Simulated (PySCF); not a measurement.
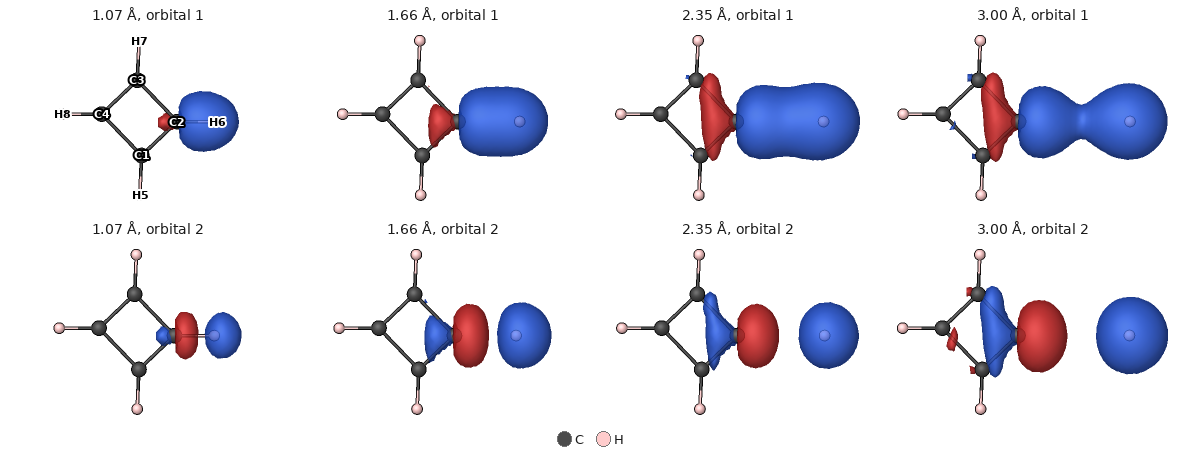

Figure. C₄H₄, SMILES `C1=CC=C1`. Rigid stretch of the C2–H6 bond. The two CASSCF(2,2) natural orbitals nearest half filling (orbital 1 the more occupied).

Method: cc-pVDZ basis; geometry: GFN2-xTB; program: PySCF. No frequency check shows the geometry to be a minimum.

### How do the occupations change along the stretch?

1.07 Å: 1.98 and 0.02; 1.66 Å: 1.91 and 0.09; 2.35 Å: 1.61 and 0.39; 3.00 Å: 1.28 and 0.72. At the longest distance computed (3.00 Å) they are 1.28 and 0.72, and the effective number of unpaired electrons is 1.7.

UHF's ⟨S²⟩ passes 1 along the scan (up to 1.98), so it also polarises electrons outside the stretched bond; its energy lowering isn't due to that bond alone.

UHF already breaks spin symmetry near equilibrium here (⟨S²⟩ = 0.95 at 1.07 Å), for reasons apart from this bond.

### How much energy does the stretch cost?

By CASSCF, 4.6 eV from the lowest point of the scan (1.07 Å) to 3.00 Å; RHF gives 7.8 eV from its own lowest point. The fragments aren't relaxed and dynamic correlation is missing, so this isn't a bond dissociation energy.

Cost of the run: 45 s on 1 thread of AMD EPYC 9R45 96-Core Processor (Zen 5), with other jobs on the host, peak memory 0.27 GiB.
